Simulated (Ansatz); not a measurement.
**BrH3O2Sn: vertical ionisation energy**

Aim: the vertical ionisation energy of BrH3O2Sn, as cation minus neutral at the neutral's geometry, on several levels, and how well −ε(HOMO) stands in for it.

Program: Ansatz 0.2.0, Gaussian basis. Level of theory: unrestricted cation, the program's frozen cores in correlated methods. These are calculated values, not measurements.

The runs, in order: UKS PBE-D4/def2-TZVPP; UKS r2SCAN-D4/def2-TZVPP; UKS PBE0-D4/def2-TZVPP; UKS B3LYP-D4/def2-TZVPP; UKS wB97X-V/def2-TZVPP; UKS wB97M-V/def2-TZVPP; UKS B2PLYP/def2-TZVPP; UHF-CCSD(T)/def2-TZVPP; UHF-MP2/def2-QZVPP; extrapolation to the limit; then −ε(HOMO) from the neutral's earlier runs with LDA (SPW92), PBE-D4, revPBE-D4, BLYP-D4, r2SCAN-D4, B97M-V, PBE0-D4, B3LYP-D4, r2SCANh-D4, r2SCAN0-D4, HSE06-D4, BHLYP-D4, CAM-B3LYP-D4, LC-ωPBE, ωB97X-V, ωB97M-V.

### Step 1. The relaxed structure

An earlier PBE0-D4 in a triple-zeta def2 set relaxation fixed the geometry. Sn takes the def2 core potential; no spin-orbit term is included.

SMILES `[OH][SnH]([OH])[Br]`, 7 atoms, charge 0, spin multiplicity 1.

Atoms are counted from 1 here; the program's logs count them from 0.

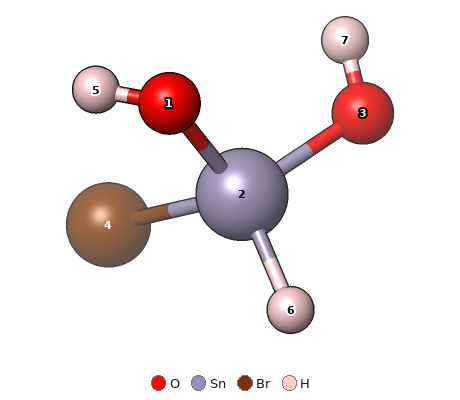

The structure; oxygen red, tin purple, bromine brown, hydrogen pink; atoms are numbered from 1 in the order of the file.

### Step 2. Cation, UKS PBE-D4/def2-TZVPP

in.yaml reads:

```yaml
crystal:
  periodic: [false, false, false]
  atoms:
    - {symbol: O, position_ang: [-0.118831, 1.589425, -0.496439]}
    - {symbol: Sn, position_ang: [-0.060091, -0.075843, 0.514788]}
    - {symbol: O, position_ang: [1.535363, -1.032450, -0.043889]}
    - {symbol: Br, position_ang: [-2.078653, -1.325898, -0.179678]}
    - {symbol: H, position_ang: [-0.913554, 1.664762, -1.031801]}
    - {symbol: H, position_ang: [0.032575, 0.142398, 2.187648]}
    - {symbol: H, position_ang: [1.664389, -1.030395, -0.996228]}
basis:
  gaussian: {orbitals: def2-TZVPP}
total_charge: 1
magnetization: {spin_polarized: true, initial_magnetization: 1}
hamiltonian: {xc: pbe, dispersion: d4}
```

Command:

```sh
$ ansatz run in.yaml --threads 2 --pin off --events-out ev --progress --plain --max-ram 22528MiB --backend cpu
```

The runs that follow: Cation, UKS r2SCAN-D4/def2-TZVPP; Cation, UKS PBE0-D4/def2-TZVPP; Cation, UKS B3LYP-D4/def2-TZVPP; Cation, UKS wB97X-V/def2-TZVPP; Cation, UKS wB97M-V/def2-TZVPP; Cation, UKS B2PLYP (frozen core)/def2-TZVPP; Cation, UHF-CCSD(T)/def2-TZVPP; Cation, UHF-MP2/def2-QZVPP.

Before running them: what should the planned runs give, taken together? Wanted: ionisation energy, CCSD(T)/def2-TZVPP; nearest functional by difference; nearest −ε(HOMO); −ε(HOMO) of PBE; T1 of the cation.

The runs gave:

| quantity | value |
| --- | --- |
| ionisation energy, CCSD(T)/def2-TZVPP | 11.30 eV |
| nearest functional by difference | ωB97X-V (-0.21 eV) |
| nearest −ε(HOMO) | LC-ωPBE (+0.14 eV) |
| −ε(HOMO) of PBE | 7.27 eV |
| T1 of the cation | 0.062 |

Energy differences with functionals land within 1.12 eV of the reference. −ε(HOMO) of PBE misses by 4.0 eV, since self-interaction lifts the level. Among orbital estimates LC-ωPBE comes nearest. Hartree-Fock falls 1.20 eV short, as the neutral has more correlation energy than the cation. The cation's T1 (from the report) is 0.062, above the customary mark of 0.045 for open shells, so the coupled-cluster value is less safe. The cation may have settled in a state other than its lowest; no search over hole states beyond the program's own was made. Correlated methods include outer-core shells of Br, Sn, which these sets cover unevenly. With outer-core shells in play the reference is unsure by up to some tenths of an eV, so close misses can't be ranked.
